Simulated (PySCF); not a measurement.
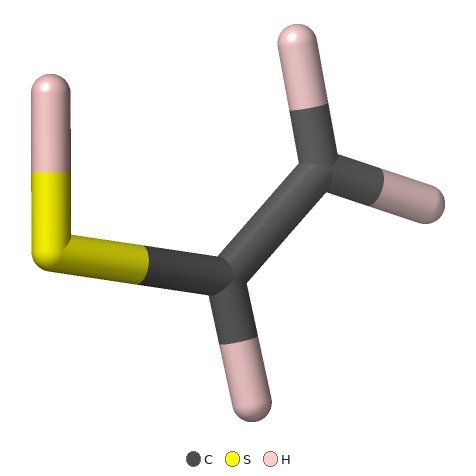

Rendered structure (stick style). Every bond is drawn as one stick, whatever its order.

The computed structure is the end point of a PBE0-D3(BJ)/def2-SVP optimisation. No frequency run is at hand to confirm it as a minimum.

Description:

Formula C₂H₄S. Its SMILES string is `C=CS`. It has no ring. Among its groups: alkene, thiol. The point group is Cs. All atoms lie on one plane. Coordination: 2 C trigonal planar; 1 S bent.

More results for the same structure follow; atom numbers are the same in all pictures, views and colours differ.

## Levels of theory compared

No frequency run is at hand to confirm it as a minimum. Program: PySCF 2.14.0.

Tabulate dipole (D) at these levels: PBE0/6-31+G*; PBE0/aug-cc-pVDZ; PBE0/aug-cc-pVTZ; PBE0/def2-TZVPD.

| level | dipole (D) |
| --- | --- |
| PBE0/6-31+G* | 1.00 |
| PBE0/aug-cc-pVDZ | 0.84 |
| PBE0/aug-cc-pVTZ | 0.82 |
| PBE0/def2-TZVPD | 0.81 |

## Polarisability

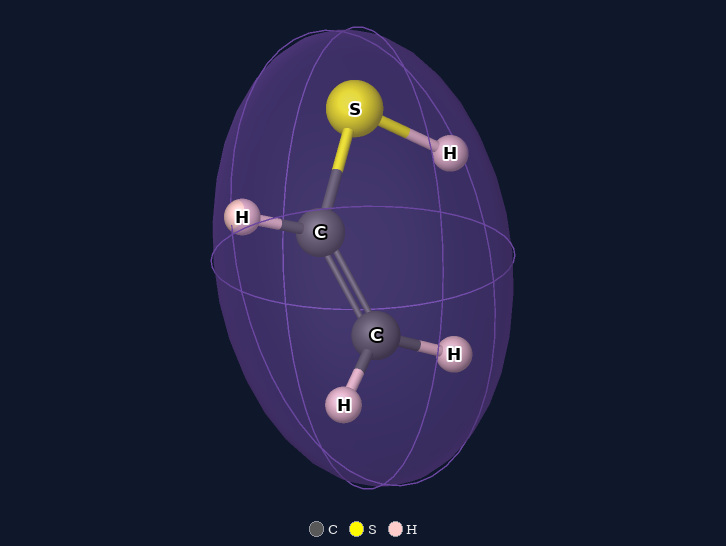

The ellipsoid shows the static dipole polarisability: its half-axes are proportional to the principal values. No frequency run is at hand to confirm it as a minimum. Computed with PBE0/aug-cc-pVTZ (PySCF 2.14.0).

**How large and how anisotropic is the polarisability?**

Principal values 37.0, 44.4, 67.3 bohr³; mean 49.6 bohr³ (7.34 Å³); anisotropy 27.4 bohr³, so the longest axis is 1.82 times the shortest.

## Excitation

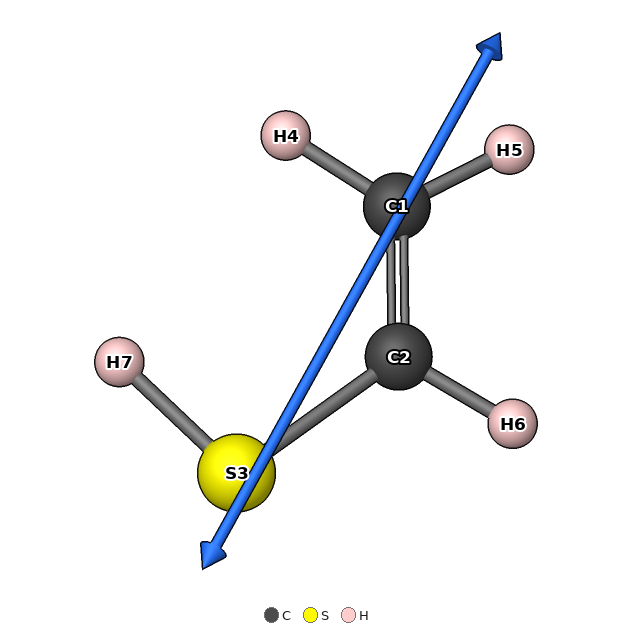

The double arrow shows the direction of the transition dipole to excited singlet state 2 (its length means nothing). No frequency run is at hand to confirm it as a minimum. Method: TDDFT PBE0/aug-cc-pVDZ, vertical, gas phase, core orbitals frozen in the response (PySCF 2.14.0).

**How is the transition polarised?**

In the molecular plane.

**Give its energy, strength and character.**

5.69 eV (218 nm), oscillator strength 0.25, mainly HOMO → LUMO (weight 0.94); transition dipole 3.41 D.
